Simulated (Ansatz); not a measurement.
Cl3Ga···H (doublet)

The calculation's input:

```
crystal:
  periodic: [false, false, false]
  atoms:
    - { symbol: Ga, position_ang: [0.0, 0.0, -0.102549] }
    - { symbol: Cl, position_ang: [0.0, 0.0, 2.101049] }
    - { symbol: Cl, position_ang: [1.853263, 0.0, -1.131436] }
    - { symbol: Cl, position_ang: [-1.853263, 0.0, -1.131436] }
    - { symbol: H, position_ang: [0.0, 0.0, 4.674372] }
magnetization:
  spin_polarized: true
  initial_magnetization: 1
basis:
  gaussian: { orbitals: def2-SVP }
hamiltonian:
  xc: pbe0
  dispersion: d4
relax:
  f_tol: 0.03
  max_steps: 50
output:
  orbitals: {}
```

Launched as:

```sh
ansatz run input.yaml --threads 4 --pin off --max-ram 5120MiB --backend cpu --events-out ev --progress --plain --runs-dir out
```

The fields are those of the relaxed geometry.

All numbers below come from Ansatz 0.2.0, UKS PBE0-D4/def2-SVP.

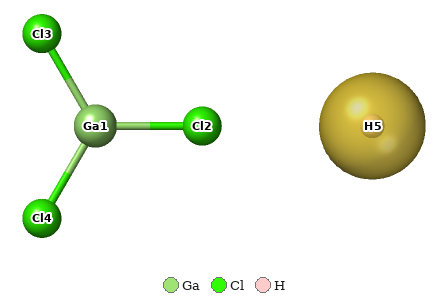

Figure 1. Isosurfaces of the spin density at +0.04 (yellow) and −0.04 e/Å³ (cyan), seen across its widest extent.

Q: Describe the spin distribution.

A: The unpaired spin (1 electron) lies mostly on H5 (about 1.0), in electrons by Hirshfeld's partition. Only one sign reaches the isovalue.

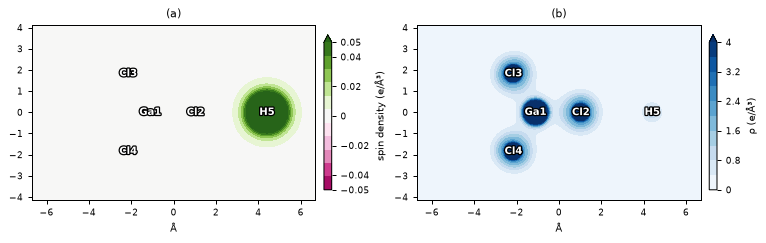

Figure 2. (a) spin density; (b) electron density on the molecular plane.

Q: What do the fields say about this system?

A: The section cuts through Ga, Cl and H sites. Cl2···H5 (3.38 Å): the density falls to about 0.02 e/Å³ on the way: a weak contact between the two molecules. Ga–Cl (2.12 Å): ρ at the midpoint is about 0.72 e/Å³.

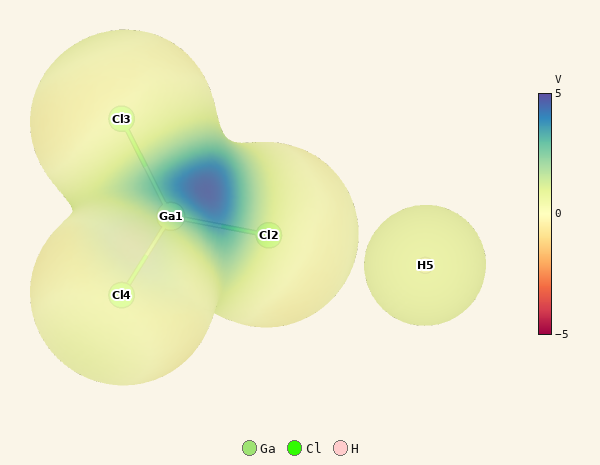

Figure 3. The electrostatic potential painted on the density surface at 0.004 e/bohr³, seen at a tilt; the colour scale runs from red (negative) to blue (positive).

Q: Describe the electrostatic potential map.

A: The most negative region (about −0.3 V) lies over Cl2, Cl3 and Cl4, the most positive (about +4.6 V, or +106 kcal/mol for a unit charge) over Ga1. Cl3 shows a σ-hole: about +0.4 V, or +9 kcal/mol for a unit charge at the tip opposite its bond, against about −0.1 V on its flanks. Cl4 shows a σ-hole: about +0.4 V, or +9 kcal/mol for a unit charge at the tip opposite its bond, against about −0.1 V on its flanks.
